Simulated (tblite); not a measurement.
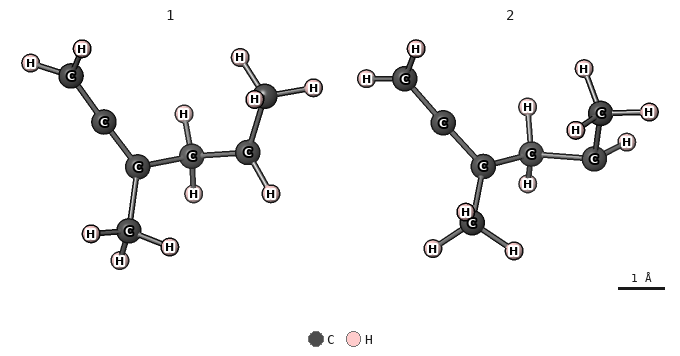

Two geometries of C7H11 (multiplicity 2), drawn at one scale. One is the start of a relaxation, the other its converged end. The picture is a ball-and-stick view, seen face on.

Method: tblite 0.8.0, GFN2-xTB geometry optimisation, gas phase. 

Q: Which one is relaxed?

A: Structure 1 is the relaxed one. Over 173 geometry steps the energy falls by 102.2 kJ/mol. The largest move after the best rigid fit is that of an H atom, 1.72 Å. Largest moves by element: H 1.72 Å, C 0.45 Å. Near-neighbour distances that change, for instance: C–C 1.440 → 1.534 Å, C–C 1.526 → 1.478 Å, C–H 1.115 → 1.078 Å, C–C 1.466 → 1.501 Å. Among the angles between lasting bonds that change: C–C–H 104.0° → 117.9°, H–C–H 129.6° → 116.3°, C–C–C 109.0° → 121.4°. Groups turn about C–C by about 45°, C–C by about 25°. The run took 0.79 s on 1 thread of Arm Neoverse V2, with other jobs on the host.
